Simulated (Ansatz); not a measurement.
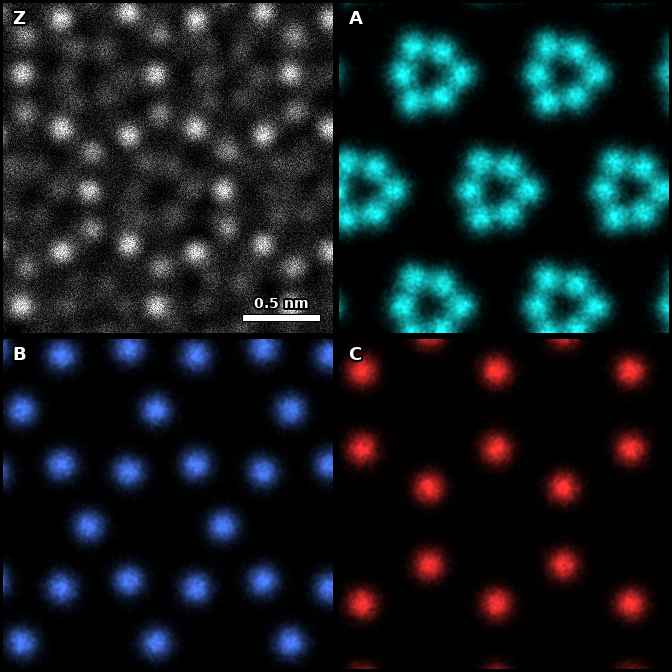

La2Ge6Pb3 (P-62m, No. 189) along [001]. Panel Z: Simulated incoherent Z contrast: every atom adds Z^1.7 spread by a probe of 1.17 Å full width; channelling and multiple scattering are left out. Shot noise and the speckle of an amorphous layer were added. The other panels are simulated element maps (the number of atoms of one element along the beam, blurred by 1.5 Å, with counting noise; each on its own scale, no channelling). Structure: coordinates from a relaxation with DFT, PAW plane waves, pbe in Ansatz; the starting structure was generated, so it need not be a known form of this composition.

```
Ge Pb La
1.0
     8.85107    0.00000    0.00000
    -4.42554    7.66525    0.00000
     0.00000    0.00000    4.29111
Ge Pb La
6 3 2
Direct
  0.23914 0.00000 0.00000
  0.76086 0.76086 0.00000
  0.00000 0.23914 0.00000
  0.80538 0.00000 0.50000
  0.19462 0.19462 0.50000
  0.00000 0.80538 0.50000
  0.46888 0.00000 0.50000
  0.53112 0.53112 0.50000
  0.00000 0.46888 0.50000
  0.33333 0.66667 0.00000
  0.66667 0.33333 0.00000
```

Which element does each lettered map show?

A: Ge, B: Pb, C: La. The projected cell (8.85 × 8.85 Å, 120°) holds 11 columns: 6 of Ge, 3 of Pb and 2 of La. No column is shared by two of the mapped elements.
